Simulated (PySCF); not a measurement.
# B3LYP/6-311+G(d,p) run of MgH2S (SMILES [MgH][SH])

Aim: the vertical singlet–triplet gap of MgH2S at B3LYP/6-311+G**, from 2 runs. The job is set up through a Python script.

Program for the calculation: PySCF 2.14.0.

**1. The structure to begin with**

The species is MgH2S (4 atoms), meant as a singlet with charge 0. As SMILES, `[MgH][SH]`. The shape is that of a PBE0-D4/def2-TZVP optimisation.

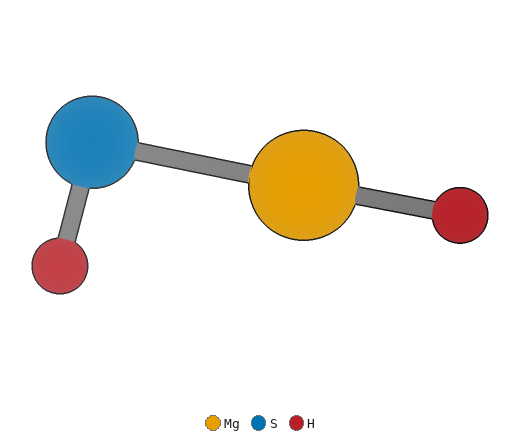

The structure, seen from a chosen angle (magnesium amber, sulfur blue, hydrogen red).

**2. The energy at B3LYP/6-311+G(d,p)**

job.py reads:

```python
from pyscf import gto, dft

mol = gto.Mole()
mol.atom = '''
Mg    -0.068030    -1.468317     0.513628
S     -1.069774     1.890293    -2.043361
H      0.647609    -3.964456     2.384456
H      0.595075     3.428719    -0.893274
'''
mol.max_memory = 1860
mol.verbose = 3
mol.unit = 'bohr'
mol.basis = '6-311+g**'
mol.build()

mf = dft.RKS(mol, xc='b3lyp')
mf.grids.level = 4
mf.conv_tol = 1e-10
mf.kernel()
if not mf.converged:
    mf = mf.newton().run(mf.mo_coeff, mf.mo_occ)

e_tot = mf.e_tot
print('Final energy', e_tot)
```

The run is started by

```sh
$ OMP_NUM_THREADS=1 python job.py
```

Output:

```text
converged SCF energy = -599.55042833196
Final energy -599.55042833196
```

It took 4.8 s on 1 thread of Arm Neoverse V1, shared host; peak memory 0.33 GiB.

**3. The triplet at the same level**

job.py reads:

```python
from pyscf import gto, dft

molecule = gto.M(
    atom='Mg -0.036000 -0.777000 0.271800; S -0.566100 1.000300 -1.081300; H 0.342700 -2.097900 1.261800; H 0.314900 1.814400 -0.472700',
    verbose=4,
    max_memory=1860,
    spin=2,
    basis='6-311+g**',
)

ks = dft.UKS(molecule)
ks.xc = 'b3lyp'
ks.grids.level = 4
ks.conv_tol = 1e-10
ks.kernel()
if not ks.converged:
    ks = ks.newton().run(ks.mo_coeff, ks.mo_occ)

e_final = ks.e_tot
print('E = %.10f Eh' % e_final)
```

The run is started by

```sh
$ OMP_NUM_THREADS=1 python job.py
```

Output:

```text
PySCF version 2.14.0

[INPUT] num. atoms = 4
[INPUT] num. electrons = 30
[INPUT] charge = 0
[INPUT] spin (= nelec alpha-beta = 2S) = 2
[INPUT] symmetry False subgroup None
[INPUT] Mole.unit = angstrom
[INPUT] Symbol           X                Y                Z      unit          X                Y                Z       unit  Magmom
[INPUT]  1 Mg    -0.036000000000  -0.777000000000   0.271800000000 AA   -0.068030140484  -1.468317198787   0.513627560657 Bohr   0.0
[INPUT]  2 S     -0.566100000000   1.000300000000  -1.081300000000 AA   -1.069773959116   1.890293042402  -2.043360858492 Bohr   0.0
[INPUT]  3 H      0.342700000000  -2.097900000000   1.261800000000 AA    0.647609142888  -3.964456436725   2.384456423976 Bohr   0.0
[INPUT]  4 H      0.314900000000   1.814400000000  -0.472700000000 AA    0.595074756626   3.428719080411  -0.893273539082 Bohr   0.0

nuclear repulsion = 58.8812053282654
number of shells = 36
number of NR pGTOs = 114
number of NR cGTOs = 72
basis = 6-311+g**
ecp = {}

******** <class 'pyscf.dft.uks.UKS'> ********
method = UKS
initial guess = minao
damping factor = 0
level_shift factor = 0
DIIS = <class 'pyscf.scf.diis.CDIIS'>
diis_start_cycle = 1
diis_space = 8
diis_damp = 0
SCF conv_tol = 1e-10
SCF conv_tol_grad = None
SCF max_cycles = 50
direct_scf = True
direct_scf_tol = 1e-13
number electrons alpha = 16  beta = 14
XC library pyscf.dft.libxc version 7.0.0
    S. Lehtola, C. Steigemann, M. J.T. Oliveira, and M. A.L. Marques.,  SoftwareX 7, 1–5 (2018)
XC functionals = b3lyp
    P. J. Stephens, F. J. Devlin, C. F. Chabalowski, and M. J. Frisch.,  J. Phys. Chem. 98, 11623 (1994)
radial grids:
    Treutler-Ahlrichs [JCP 102, 346 (1995); DOI:10.1063/1.469408] (M4) radial grids

becke partition: Becke, JCP 88, 2547 (1988); DOI:10.1063/1.454033
pruning grids: <function nwchem_prune>
grids dens level: 4
symmetrized grids: False
atomic radii adjust function: <function treutler_atomic_radii_adjust>
small_rho_cutoff = 0
Set gradient conv threshold to 1e-05
tot grids = 88064
init E= -599.453710203491
[... the frontier-level lines of each cycle are left out ...]


cycle= 1 E= -599.352913470603  delta_E= 0.101  |g|= 0.165  |ddm|=  2.8


cycle= 2 E= -599.122010777728  delta_E= 0.231  |g|= 0.413  |ddm|= 2.04


cycle= 3 E= -599.365663546258  delta_E= -0.244  |g|= 0.115  |ddm|= 1.76


cycle= 4 E= -599.373438235168  delta_E= -0.00777  |g|= 0.0502  |ddm|= 0.228



cycle= 5 E= -599.377130267899  delta_E= -0.00369  |g|= 0.022  |ddm|= 0.378


cycle= 6 E= -599.378601618069  delta_E= -0.00147  |g|= 0.0277  |ddm|= 0.307


cycle= 7 E= -599.378879600114  delta_E= -0.000278  |g|= 0.0295  |ddm|= 0.0818


cycle= 8 E= -599.378974219794  delta_E= -9.46e-05  |g|= 0.0306  |ddm|= 0.0523


cycle= 9 E= -599.379106352135  delta_E= -0.000132  |g|= 0.0309  |ddm|= 0.0596


cycle= 10 E= -599.37861757848  delta_E= 0.000489  |g|= 0.0289  |ddm|= 0.232


cycle= 11 E= -599.378646655049  delta_E= -2.91e-05  |g|= 0.0199  |ddm|= 0.13


cycle= 12 E= -599.379376597019  delta_E= -0.00073  |g|= 0.0194  |ddm|= 0.213


cycle= 13 E= -599.37951049586  delta_E= -0.000134  |g|= 0.02  |ddm|= 0.0463


cycle= 14 E= -599.379990264673  delta_E= -0.00048  |g|= 0.0146  |ddm|= 0.117


cycle= 15 E= -599.380660119143  delta_E= -0.00067  |g|= 0.0193  |ddm|= 0.322


cycle= 16 E= -599.380953419419  delta_E= -0.000293  |g|= 0.0155  |ddm|= 0.0807


cycle= 17 E= -599.381563025141  delta_E= -0.00061  |g|= 0.0102  |ddm|= 0.352


cycle= 18 E= -599.381702928988  delta_E= -0.00014  |g|= 0.00622  |ddm|= 0.124


cycle= 19 E= -599.381749313206  delta_E= -4.64e-05  |g|= 0.00342  |ddm|= 0.0679


cycle= 20 E= -599.381769387383  delta_E= -2.01e-05  |g|= 0.000696  |ddm|= 0.0976


cycle= 21 E= -599.381772686409  delta_E= -3.3e-06  |g|= 0.000282  |ddm|= 0.0114


cycle= 22 E= -599.381773127658  delta_E= -4.41e-07  |g|= 0.000358  |ddm|= 0.00934


cycle= 23 E= -599.381773333434  delta_E= -2.06e-07  |g|= 5.33e-05  |ddm|= 0.00721


cycle= 24 E= -599.381773338386  delta_E= -4.95e-09  |g|= 1.47e-05  |ddm|= 0.000498


cycle= 25 E= -599.381773338297  delta_E= 8.87e-11  |g|= 1.77e-05  |ddm|= 0.000277


cycle= 26 E= -599.381773338792  delta_E= -4.95e-10  |g|= 2.79e-06  |ddm|= 0.000327


cycle= 27 E= -599.38177333882  delta_E= -2.8e-11  |g|= 1.48e-06  |ddm|= 3.46e-05


Extra cycle  E= -599.381773338825  delta_E= -5e-12  |g|= 1.47e-06  |ddm|= 1.61e-05
converged SCF energy = -599.381773338825  <S^2> = 2.0076864  2S+1 = 3.0051199
E = -599.3817733388 Eh
```

Wall time 19 s (1 thread of Arm Neoverse V1, shared host); peak memory 0.34 GiB.

**4. What came out**

Level: B3LYP/6-311+G**.

| quantity | value |
| --- | --- |
| singlet: total energy | -599.55043 Eh |
| singlet: dipole moment | 1.39 D |
| singlet: HOMO energy | -6.85 eV |
| singlet: LUMO energy | -1.26 eV |
| singlet: HOMO–LUMO gap | 5.59 eV |
| triplet: total energy | -599.38177 Eh |
| triplet: dipole moment | 0.65 D |
| triplet: HOMO energy (highest over α and β) | -3.08 eV |
| triplet: ⟨S²⟩ | 2.008 |
| vertical energy of the triplet above the singlet | 4.589 eV |

At this shape the triplet lies 4.59 eV (443 kJ/mol) above the singlet. Mulliken charges (triplet) run from -0.46 on Mg1 to +0.56 on S2; in a basis this large or diffuse they mean little.
